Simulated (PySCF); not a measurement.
System: C5H12OSi3.

The calculation's input:

```
{"job": {"kind": "nmr", "xc": "PBE0", "basis": "pcSseg-1"}, "charge": 0, "multiplicity": 1}
O      3.842772     0.172971     0.057605
C      2.697802    -0.176649    -0.049143
C      1.666280     0.237200    -1.082186
C      0.405518    -0.390991    -0.447788
C     -0.616042     0.559607     0.073132
Si    -0.054834     2.225584     0.783258
C     -1.913182     0.224542     0.102210
Si    -2.678131    -1.382584    -0.497903
Si     1.442753    -1.284628     0.927502
H      1.909768    -0.208176    -2.048383
H      1.620281     1.316865    -1.224347
H     -0.080180    -1.089446    -1.133353
H      1.232327     2.062634     1.466910
H      0.080139     3.213521    -0.293952
H     -1.064806     2.691573     1.734106
H     -2.602086     0.942041     0.533201
H     -2.084942    -2.528097     0.206654
H     -2.466860    -1.559676    -1.940362
H     -4.116560    -1.337642    -0.230823
H      1.166660    -0.946686     2.319121
H      1.604401    -2.725020     0.744069
```

Run with:

```sh
OMP_NUM_THREADS=1 python probes_run.py task.json out
```

Geometry: GFN2-xTB.

All numbers below come from PBE0/pcSseg-1, SCF density, gas phase, non-relativistic (PySCF).

What can the converged electron density and electron localisation function tell about the bonding?

C–O (1.20 Å): ρ is about 3.3 e/Å³ halfway; the ELF peaks at about 0.85 between the atoms: a multiple bond.
C–C (1.52 Å): ρ is about 1.7 e/Å³ halfway; the ELF peaks at about 0.95 between the atoms; localised, covalent bonding.
C–C (1.54 Å): ρ is about 1.6 e/Å³ halfway; the ELF peaks at about 0.95 between the atoms: localised, covalent bonding.

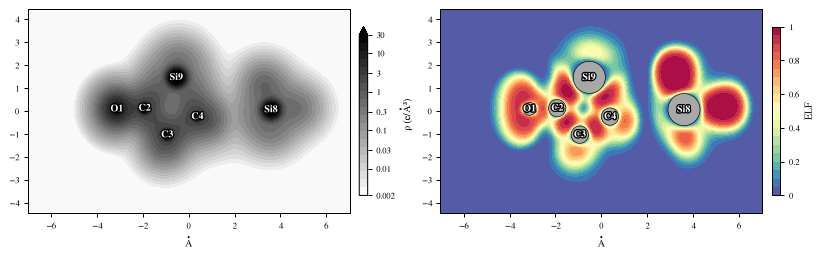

Computed electron density and electron localisation function on the plane of atoms C3, C2 and Si9, in this order. Grey discs cover the atomic cores in the ELF map. 
